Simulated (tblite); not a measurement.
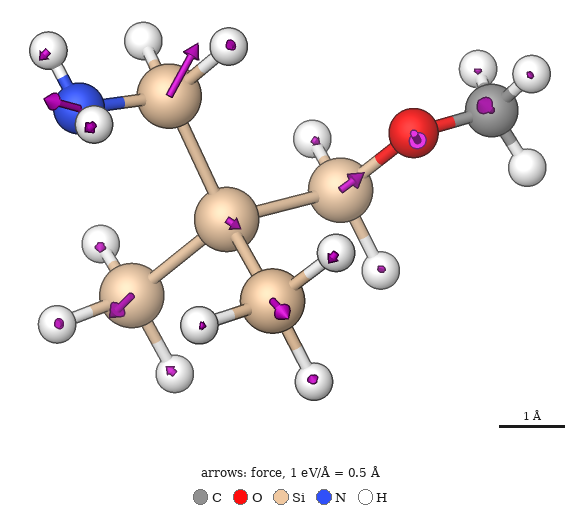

Starting geometry of CH₁₅NOSi₅ with the computed forces as purple arrows. Style: ball-and-stick. Shown at a tilt.

All numbers below come from tblite 0.8.0, GFN2-xTB geometry optimisation, gas phase. 

### Is this structure relaxed? If not, where do the atoms go?

It isn't relaxed: the largest force vector, on a Si atom, is 1.93 eV/Å. The final displacements have little in common with the starting forces (cosine between the two patterns 0.23). Over 105 geometry steps the energy falls by 0.656 eV. An H atom moves most after the best rigid fit: 0.62 Å. Largest moves by element: H 0.62 Å, Si 0.37 Å, C 0.30 Å, O 0.29 Å, N 0.19 Å. Among the contacts that change: Si–Si 2.221 → 2.347 Å, Si–Si 2.255 → 2.354 Å, Si–Si 2.249 → 2.340 Å, Si–Si 2.252 → 2.316 Å. Among the angles between lasting bonds that change: O–Si–Si 110.3° → 94.5°, Si–Si–H 109.9° → 121.0°, Si–Si–N 114.1° → 103.4°.
